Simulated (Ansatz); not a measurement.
**AlF3 (SMILES F[Al](F)F): CCSD(T)/6-311+G(d,p)**

Aim: the vertical singlet–triplet gap of AlF3 at CCSD(T)/6-311+G**, from 2 runs. 

The calculation is run with Ansatz 0.2.0.

39 further runs of the same task are left out: 39 set aside as unsound or not needed.

## 1. The molecule

The species is AlF3 (4 atoms), meant as a singlet with charge 0. As SMILES, `F[Al](F)F`. The coordinates come from a PBE0-D4/def2-TZVP relaxation.

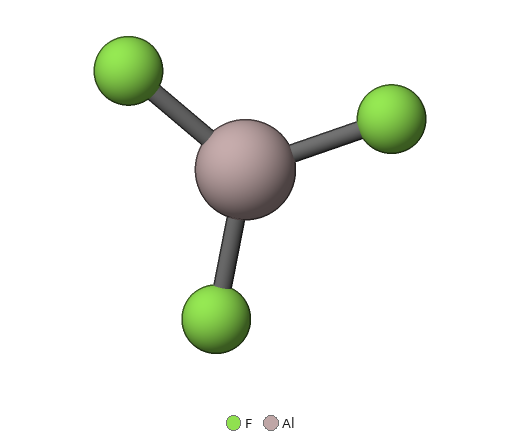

Viewed from a chosen angle; fluorine green, aluminium light grey.

## 2. A single-point energy at CCSD(T)/6-311+G(d,p)

molecule.yaml

```yaml
crystal:
  periodic: [false, false, false]
  atoms:
    - {symbol: F, position_ang: [0.859410, -0.722590, 1.180170]}
    - {symbol: Al, position_ang: [-0.000000, -0.000010, -0.000000]}
    - {symbol: F, position_ang: [-1.440740, -0.612530, -0.450110]}
    - {symbol: F, position_ang: [0.581330, 1.335130, -0.730040]}
basis:
  gaussian: {orbitals: 6-311+G_st__st_-spherical.json}
total_charge: 0
correlation: {method: ccsd_t, frozen_orbitals: {Al: 5, F: 1}}
accuracy: high
scf: {omitted_lower_state_checks: [cluster_reference, increment]}
```

The basis set 6-311+G** is read from a file made from the Basis Set Exchange's data (not shown).

Run with:

```bash
$ ansatz run molecule.yaml --threads 1 --pin off --max-ram 3480MiB --events-out events.jsonl --progress --plain --runs-dir runs
```

The program printed, shortened:

```text
Warning: RAYON_NUM_THREADS=1 ignored (pool sized by the plan → 1); use --threads N
Functional definition: HF
  name "HF"
[...]
1643 factors; integrals over basis functions are off by at most 4.1e-9 eV
[...]
mean field -14709.20497029 eV, -540.5533124010 hartree, gradient 6.7e-9 eV, S^2 0.000000; 0 other end points of the search recorded, 0 dependent functions left out
8 core orbitals not correlated: weight in the atoms' cores, before any rotation towards them, 1.000 or more for the frozen orbitals, at most 0.000 for the correlated occupied ones
reference -14709.20497029 eV, -540.5533124010 hartree; 12, 12 occupied and 76, 76 virtual orbitals, 1643 factors
second order -18.66673579 eV of doubles, -0.00000000 eV of singles
cycle   1  -18.06587337 eV  change    6.0e-1 eV  update   1.0e-1
[...]
cycle  18  -18.55786414 eV  change  -2.8e-10 eV  update   1.4e-9
perturbative correction -0.42625561 eV, -0.0156646049 hartree
Total energy: -14728.18909004 eV, -541.2509659340 hartree
Checks for a lower state left out: cluster_reference, increment
```

Wall time 16 s (1 thread of Arm Neoverse V2, shared host); peak memory 0.57 GiB.

## 3. The triplet

input.yaml

```yaml
crystal:
  periodic: [false, false, false]
  atoms:
    - {symbol: F, position_ang: [0.859410, -0.722590, 1.180170]}
    - {symbol: Al, position_ang: [-0.000000, -0.000010, -0.000000]}
    - {symbol: F, position_ang: [-1.440740, -0.612530, -0.450110]}
    - {symbol: F, position_ang: [0.581330, 1.335130, -0.730040]}
basis:
  gaussian:
    orbitals: 6-311+G_st__st_-spherical.json
magnetization:
  spin_polarized: true
  initial_magnetization: 2
correlation:
  method: ccsd_t
  frozen_orbitals: {Al: 5, F: 1}
accuracy: high
scf:
  omitted_lower_state_checks: [cluster_reference, increment]
```

The basis set 6-311+G** is read from a file made from the Basis Set Exchange's data (not shown).

Run with:

```bash
$ ansatz run input.yaml --threads 1 --pin off --max-ram 3480MiB --events-out events.jsonl --progress --plain --runs-dir runs
```

The program printed, shortened:

```text
Warning: RAYON_NUM_THREADS=1 ignored (pool sized by the plan → 1); use --threads N
Functional definition: HF
  name "HF"
[...]
1643 factors; integrals over basis functions are off by at most 4.1e-9 eV
[...]
mean field -14700.67769828 eV, -540.2399409346 hartree, gradient 2.4e-8 eV, S^2 2.005313; 10 other end points of the search recorded, 0 dependent functions left out
8 core orbitals not correlated: weight in the atoms' cores, before any rotation towards them, 1.000 or more for the frozen orbitals, at most 0.000 for the correlated occupied ones
reference -14700.67769828 eV, -540.2399409346 hartree; 13, 11 occupied and 75, 77 virtual orbitals, 1643 factors
second order -17.30607354 eV of doubles, -0.00000000 eV of singles
cycle   1  -17.05575113 eV  change    2.5e-1 eV  update   1.1e-1
[...]
cycle  39  -17.64139123 eV  change   -1.2e-9 eV  update  7.0e-10
perturbative correction -0.49905332 eV, -0.0183398712 hartree
Total energy: -14718.81814283 eV, -540.9065899756 hartree
Checks for a lower state left out: cluster_reference, increment
```

Wall time 1.8 min (1 thread of Arm Neoverse V2, shared host); peak memory 1.2 GiB.

## 4. What came out

At CCSD(T)/6-311+G**, 8 core orbitals frozen:

| quantity | value |
| --- | --- |
| singlet: total energy | -541.25097 Eh |
| singlet: correlation energy (8 core orbitals frozen) | -697.7 mEh |
| singlet: (T) correction | -15.66 mEh |
| singlet: T1 diagnostic | 0.014 |
| triplet: total energy | -540.90659 Eh |
| triplet: correlation energy (8 core orbitals frozen) | -666.6 mEh |
| triplet: (T) correction | -18.34 mEh |
| triplet: ⟨S²⟩ of the reference determinant | 2.005 |
| triplet: T1 diagnostic | 0.047 |
| vertical energy of the triplet above the singlet | 9.371 eV |

In words: At this shape the triplet lies 9.37 eV (216 kcal/mol) above the singlet. The triples (singlet) make up 2.2 % of the correlation energy. The T1 diagnostic (triplet) of 0.047 is above the customary mark for such species, so a single reference may not serve. The triples (triplet) make up 2.8 % of the correlation energy.
